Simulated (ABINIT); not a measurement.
# Quasiparticle gap of Bi2SO2 (Pnnm) in ABINIT

How does a plane-wave GW calculation on Bi2SO2 (Pnnm) run from the first input to the gap?

Program: ABINIT 10.8.3. Level of theory: PBEsol and many-body steps on it, plane waves. Results are calculated unless marked as measured.

**1. The structure**

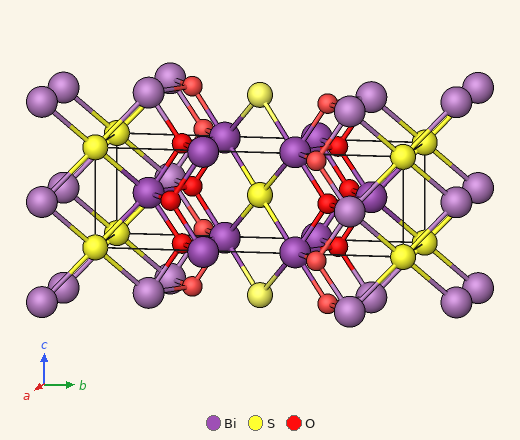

The starting structure, seen slightly off an axis (bismuth purple, sulfur yellow, oxygen red). Some periodic images of atoms are drawn too.

The cell and positions are those that the Materials Project relaxed with its own functionals (PBE, PBE+U or r2SCAN), kept fixed. Spin-orbit coupling is left out unless a step names it.

**2. Ground state**

This step: ABINIT 10.8.3; DFT, PBEsol, plane waves, norm-conserving pseudopotentials.

The ground-state density comes first.

Input file run.abi:

```
acell 3*1.0 Angstrom
rprim 
  3.877295950000 0.000000000000 0.000000000000
  0.000000000000 11.963688440000 0.000000000000
  0.000000000000 0.000000000000 3.842602890000
ntypat 3
znucl 83 16 8
natom 10
typat 1 1 1 1 2 2 3 3 3 3
xred 
  0.419337400000 0.856120830000 0.500000000000
  0.580662600000 0.143879170000 0.500000000000
  0.919337400000 0.643879170000 0.000000000000
  0.080662600000 0.356120830000 0.000000000000
  0.000000000000 0.000000000000 0.000000000000
  0.500000000000 0.500000000000 0.500000000000
  0.440997250000 0.749108530000 0.000000000000
  0.559002750000 0.250891470000 0.000000000000
  0.940997250000 0.750891470000 0.500000000000
  0.059002750000 0.249108530000 0.500000000000
pp_dirpath "pseudos"
pseudos "Bi.upf, S.upf, O.upf"
ecut 42
ngkpt 4 2 4
nshiftk 1
shiftk 0 0 0
kptopt 1
chksymbreak 0
nband 73
occopt 1
tolvrs 1e-08
nstep 60
prtwf 0
optforces 0
optstress 0
indata_prefix "in"
outdata_prefix "out"
tmpdata_prefix "tmp"
```

Command:

```
$ OMP_NUM_THREADS=1 mpirun -n 4 abinit run.abi > log
```

Numbers of over 12 decimals in the logs are rounded to 6 here.

What it wrote:

```text
.Version 10.8.3 of ABINIT. v10.8.2 released Aug 2026.

 Symmetries : space group Pn n m (# 58); Bravais oP (primitive ortho.)
================================================================================
 Values of the parameters that define the memory need of the present run
     intxc =       0    ionmov =       0      iscf =       7    lmnmax =       6
     lnmax =       6     mgfft =     135  mpssoang =       3    mqgrid =    6596
     natom =      10  nloc_mem =       1    nspden =       1   nspinor =       1
    nsppol =       1      nsym =       8    n1xccc =    2501    ntypat =       3
    occopt =       1   xclevel =       2
-    mband =          73        mffmem =           1         mkmem =           5
       mpw =       15662          nfft =      273375          nkpt =          18
================================================================================
  Rough estimation (10% accuracy) of disk space for files :
================================================================================

--------------------------------------------------------------------------------
------------- Echo of variables that govern the present computation ------------
--------------------------------------------------------------------------------
 -outvars: echo values of preprocessed input variables --------
            acell      1.8897261259E+00  1.8897261259E+00  1.8897261259E+00 Bohr

      chksymbreak           0
             ecut      4.20000000E+01 Hartree
-          fftalg         312

              ixc     -116133
              kpt      0.00000000E+00  0.00000000E+00  0.00000000E+00
                       2.50000000E-01  0.00000000E+00  0.00000000E+00
                       5.00000000E-01  0.00000000E+00  0.00000000E+00
                       0.00000000E+00  5.00000000E-01  0.00000000E+00
                       2.50000000E-01  5.00000000E-01  0.00000000E+00
                       5.00000000E-01  5.00000000E-01  0.00000000E+00
                       0.00000000E+00  0.00000000E+00  2.50000000E-01
                       2.50000000E-01  0.00000000E+00  2.50000000E-01
                       5.00000000E-01  0.00000000E+00  2.50000000E-01
   [... 7 further rows ...]
                       2.50000000E-01  5.00000000E-01  5.00000000E-01
                       5.00000000E-01  5.00000000E-01  5.00000000E-01
         kptrlatt        4    0    0      0    2    0      0    0    4
          kptrlen      2.90458683E+01
P           mkmem           5
            natom          10
            nband          73
            ngfft          45     135      45
             nkpt          18
            nstep          60
             nsym           8
           ntypat           3
              occ      2.000000  2.000000  2.000000  2.000000  2.000000  2.000000
                       2.000000  2.000000  2.000000  2.000000  2.000000  2.000000
                       2.000000  2.000000  2.000000  2.000000  2.000000  2.000000
                       2.000000  2.000000  2.000000  2.000000  2.000000  2.000000
                       2.000000  2.000000  2.000000  2.000000  2.000000  2.000000
                       2.000000  2.000000  2.000000  2.000000  2.000000  2.000000
                       2.000000  2.000000  2.000000  2.000000  2.000000  2.000000
                       2.000000  2.000000  2.000000  2.000000  2.000000  2.000000
                       2.000000  2.000000  2.000000  2.000000  2.000000  2.000000
                       2.000000  2.000000  2.000000  2.000000  2.000000  2.000000
                       2.000000  2.000000  2.000000  2.000000  0.000000  0.000000
                       0.000000  0.000000  0.000000  0.000000  0.000000  0.000000
                       0.000000
        optforces           0
        optstress           0
            prtwf           0
            rprim      3.8772959500E+00  0.0000000000E+00  0.0000000000E+00
[...]
spgroup          58

           tolvrs      1.00000000E-08

             xred      4.1933740000E-01  8.5612083000E-01  5.0000000000E-01
[...]
znucl       83.00000   16.00000    8.00000

================================================================================

 chkinp: Checking input parameters for consistency.

================================================================================
== DATASET  1 ==================================================================
-   mpi_nproc: 4, omp_nthreads: 1 (-1 if OMP is not activated)

--- !DatasetInfo
iteration_state: {dtset: 1, }
dimensions: {natom: 10, nkpt: 18, mband: 73, nsppol: 1, nspinor: 1, nspden: 1, mpw: 15662, }
cutoff_energies: {ecut:  42.0, pawecutdg:  -1.0, }
electrons: {nelect:   1.28000000E+02, charge:   0.00000000E+00, occopt:   1.00000000E+00, tsmear:   1.00000000E-02, }

 Real(R)+Recip(G) space primitive vectors, cartesian coordinates (Bohr,Bohr^-1):
 R(1)=  7.3270275  0.0000000  0.0000000  G(1)=  0.1364810  0.0000000  0.0000000
 R(2)=  0.0000000 22.6080946  0.0000000  G(2)=  0.0000000  0.0442319  0.0000000
 R(3)=  0.0000000  0.0000000  7.2614671  G(3)=  0.0000000  0.0000000  0.1377132
 Unit cell volume ucvol=  1.2028630E+03 bohr^3
 Angles (23,13,12)=  9.00000000E+01  9.00000000E+01  9.00000000E+01 degrees

 getcut: wavevector=  0.0000  0.0000  0.0000  ngfft=  45 135  45
[...]
2   -1.335834
 pspatm: atomic psp has been read  and splines computed

   1.99603114E+04                                ecore*ucvol(ha*bohr**3)
--------------------------------------------------------------------------------

_setup2: Arith. and geom. avg. npw (full set) are   15637.719   15637.705

================================================================================

--- !BeginCycle
iteration_state: {dtset: 1, }
solver: {iscf: 7, nstep: 60, nline: 4, wfoptalg: 0, }
tolerances: {tolvrs: 1.00E-08, }

     iter   Etot(hartree)      deltaE(h)  residm     vres2
 ETOT  1  -1014.4512770655    -1.014E+03 2.637E-01 1.632E+03
 ETOT  2  -1016.0079252606    -1.557E+00 2.330E-02 9.685E+02
 ETOT  3  -1016.1635152389    -1.556E-01 8.127E-03 1.127E+03
 ETOT  4  -1016.2441019910    -8.059E-02 4.484E-03 2.898E+02
 ETOT  5  -1016.2693459861    -2.524E-02 2.906E-03 1.651E+00
 ETOT  6  -1016.2694574106    -1.114E-04 2.753E-03 1.075E+00
 ETOT  7  -1016.2695306344    -7.322E-05 1.709E-03 6.563E-03
 ETOT  8  -1016.2695318472    -1.213E-06 1.385E-03 1.688E-04
 ETOT  9  -1016.2695318581    -1.092E-08 6.729E-04 5.882E-06
 ETOT 10  -1016.2695318586    -4.993E-10 5.340E-04 1.523E-07
 ETOT 11  -1016.2695318586    -1.364E-12 3.336E-04 5.095E-09

 At SCF step   11       vres2   =  5.09E-09 < tolvrs=  1.00E-08 =>converged.

--- !ResultsGS
iteration_state: {dtset: 1, }
comment   : Summary of ground state results
lattice_vectors:
- [  7.3270275,   0.0000000,   0.0000000, ]
- [  0.0000000,  22.6080946,   0.0000000, ]
- [  0.0000000,   0.0000000,   7.2614671, ]
lattice_lengths: [   7.32703,   22.60809,    7.26147, ]
lattice_angles: [ 90.000,  90.000,  90.000, ] # degrees, (23, 13, 12)
lattice_volume:   1.2028630E+03
convergence: {deltae: -1.364E-12, res2:  5.095E-09, residm:  3.336E-04, diffor:  0.000E+00, }
etotal    :  -1.01626953E+03
entropy   :   0.00000000E+00
fermie    :   2.91597248E-01
cartesian_stress_tensor: null
pressure_GPa: null
xred      :
- [  4.1934E-01,   8.5612E-01,   5.0000E-01, Bi]
- [  5.8066E-01,   1.4388E-01,   5.0000E-01, Bi]
- [  9.1934E-01,   6.4388E-01,   0.0000E+00, Bi]
- [  8.0663E-02,   3.5612E-01,   0.0000E+00, Bi]
- [  0.0000E+00,   0.0000E+00,   0.0000E+00,  S]
- [  5.0000E-01,   5.0000E-01,   5.0000E-01,  S]
- [  4.4100E-01,   7.4911E-01,   0.0000E+00,  O]
- [  5.5900E-01,   2.5089E-01,   0.0000E+00,  O]
- [  9.4100E-01,   7.5089E-01,   5.0000E-01,  O]
- [  5.9003E-02,   2.4911E-01,   5.0000E-01,  O]
cartesian_forces: null
force_length_stats: {min: null, max: null, mean: null, }

 Integrated electronic density in atomic spheres:
 ------------------------------------------------
 Atom  Sphere_radius  Integrated_density
[...]
================================================================================

 ----iterations are completed or convergence reached----

 Mean square residual over all n,k,spin=   11.764E-07; max=  33.363E-05
 reduced coordinates (array xred) for   10 atoms
[...]
0.500000000000      0.500000000000      0.500000000000
       0.440997250000      0.749108530000      0.000000000000
       0.559002750000      0.250891470000      0.000000000000
       0.940997250000      0.750891470000      0.500000000000
       0.059002750000      0.249108530000      0.500000000000
 rms dE/dt=  0.0000E+00; max dE/dt=  0.0000E+00; dE/dt below (all hartree)
    1       0.000000000000      0.000000000000      0.000000000000
    2       0.000000000000      0.000000000000      0.000000000000
    3       0.000000000000      0.000000000000      0.000000000000
    4       0.000000000000      0.000000000000      0.000000000000
    5       0.000000000000      0.000000000000      0.000000000000
    6       0.000000000000      0.000000000000      0.000000000000
    7       0.000000000000      0.000000000000      0.000000000000
    8       0.000000000000      0.000000000000      0.000000000000
    9       0.000000000000      0.000000000000      0.000000000000
   10       0.000000000000      0.000000000000      0.000000000000

 cartesian coordinates (angstrom) at end:
[...]
6      1.938648     5.981844     1.921301
    7      1.709877     8.962101     0.000000
    8      2.167419     3.001587     0.000000
    9      3.648525     8.983432     1.921301
   10      0.228771     2.980257     1.921301
 length scales=  1.889726125908  1.889726125908  1.889726125908 bohr
              =  1.000000000000  1.000000000000  1.000000000000 angstroms
 prteigrs : about to open file out_EIG
 Fermi (or HOMO) energy (hartree) =   0.29160   Average Vxc (hartree)=  -0.41350
 Eigenvalues (hartree) for nkpt=  18  k points:
 kpt#   1, nband= 73, wtk=  0.03125, kpt=  0.0000  0.0000  0.0000 (reduced coord)
  -5.33533   -5.33533   -5.33533   -5.33533   -3.05825   -3.05825   -3.05824   -3.05824
  -3.05793   -3.05793   -3.05792   -3.05792   -3.05784   -3.05783   -3.05783   -3.05783
  -0.54305   -0.54304   -0.53587   -0.53512   -0.53509   -0.53502   -0.53495   -0.53452
  -0.53446   -0.53435   -0.53339   -0.53285   -0.53239   -0.53232   -0.53224   -0.53207
  -0.53184   -0.53160   -0.53128   -0.53124   -0.41832   -0.41752   -0.31945   -0.31945
  -0.16889   -0.14110   -0.10047   -0.04177   -0.00415    0.02587    0.09548    0.09592
   0.09667    0.09955    0.19179    0.19221    0.20599    0.20916    0.20931    0.21122
   0.21278    0.22991    0.25658    0.25749    0.25780    0.27002    0.27649    0.27903
   0.32026    0.34510    0.41250    0.41577    0.42740    0.46068    0.47043    0.47077
   0.47374
 prteigrs : prtvol=0 or 1, do not print more k-points.

--- !EnergyTerms
iteration_state     : {dtset: 1, }
comment             : Components of total free energy in Hartree
kinetic             :  3.12057431994054E+02
hartree             :  3.02109153704483E+02
xc                  : -1.64562551916372E+02
Ewald energy        : -5.56400464609673E+02
psp_core            :  1.65940028156589E+01
local_psp           : -9.71190226111168E+02
non_local_psp       :  4.51231222643852E+01
total_energy        : -1.01626953185863E+03
total_energy_eV     : -2.76541027614275E+04
band_energy         : -1.34447369699897E+02

== END DATASET(S) ==============================================================
================================================================================

 -outvars: echo values of variables after computation  --------
           etotal     -1.0162695319E+03
            nband          73
             nkpt          18
          spgroup          58
 [... the other variables as echoed above ...]

 Calculation completed.
```

The job ended after 6.1 min (4 MPI ranks of Arm Neoverse V1, shared host; peak memory 0.8 GiB).

This step gave:

* total energy: -27654.1028 eV
* gap: 0.7799 eV
* k of the valence top: 0.5, 0.5, 0
* k of the conduction bottom: 0, 0, 0
* least direct gap: 1.122 eV

The gap is indirect, with the least direct gap 0.34 eV higher.

(Continued in part 2 of 3.)

[Paths, hosts, dates, memory and timing lines, banners, echoed tables and standing remarks are left out of the program output.]

[Logs are printed without paths, hosts, clocks, repeated set-up lines and the standing remarks that a program may print on its own settings, such as how far it seeks lower states.]

[Runs of the session that timed out or met a known fault of the program may be left out.]

[Hosts, paths, dates, database ids (printed as entryN), source tags and the programs' standing remarks are cut or masked in the printed files.]

[G0W0 gaps are taken among the corrected bands and points alone; a level outside them can change the order at an edge.]

[Where Ansatz stands beside ABINIT at settings called matched, ABINIT's density can come from a denser mesh and the files from another edition; pairs whose starting gaps differed by over 0.03 eV were left out, so agreement reads better than it is.]
